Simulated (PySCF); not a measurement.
System: C₄H₉PSi.

```xyz
15

C     2.2757    1.1640    0.3328
C     1.8967    0.1779   -0.7736
C     0.5412   -0.3022   -0.6026
C    -0.5890   -0.6978   -0.4528
Si   -2.3236   -1.2431   -0.1409
P    -3.1709   -0.2638    1.6970
H     2.2046    0.6862    1.3074
H     3.2954    1.5149    0.1911
H     1.6077    2.0225    0.3216
H     2.5789   -0.6776   -0.7619
H     1.9785    0.6631   -1.7508
H    -2.3399   -2.6909    0.0903
H    -3.1641   -0.8505   -1.2765
H    -2.7361    1.0072    1.3706
H    -2.0594   -0.5019    2.4839
```

Geometry: GFN2-xTB.

These are results of PySCF, PBE0/pcSseg-1, SCF density, gas phase, non-relativistic, not measurements.

Predict the electron density and electron localisation function between the atoms.

C–C (1.21 Å): ρ is about 2.7 e/Å³ halfway; the ELF peaks at about 0.85 between the atoms (a multiple bond).
C–Si (1.84 Å): ρ at the midpoint is about 0.93 e/Å³; the ELF peaks at about 0.95 between the atoms, as expected for localised, covalent bonding.
Si–P (2.25 Å): ρ at the midpoint is about 0.75 e/Å³; the ELF peaks at about 0.95 between the atoms (a covalent bond).
C–H (1.09 Å): ρ at the midpoint is about 2 e/Å³; the ELF climbs to about 1 towards the hydrogen, as it does in any bond to H: a covalent bond by its length.

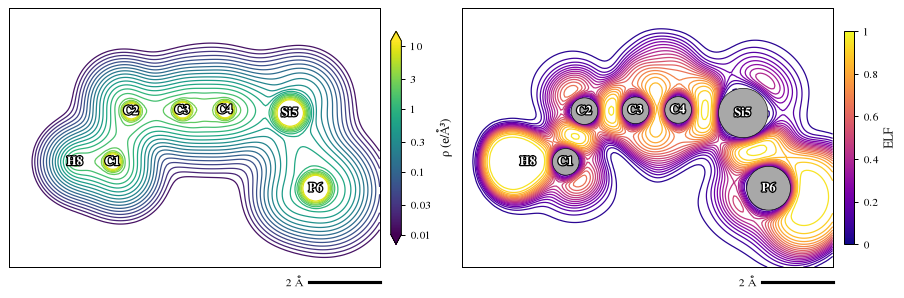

Computed electron density and electron localisation function on the plane of atoms C2, C1 and H8, in this order. Grey discs cover the atomic cores in the ELF map. 
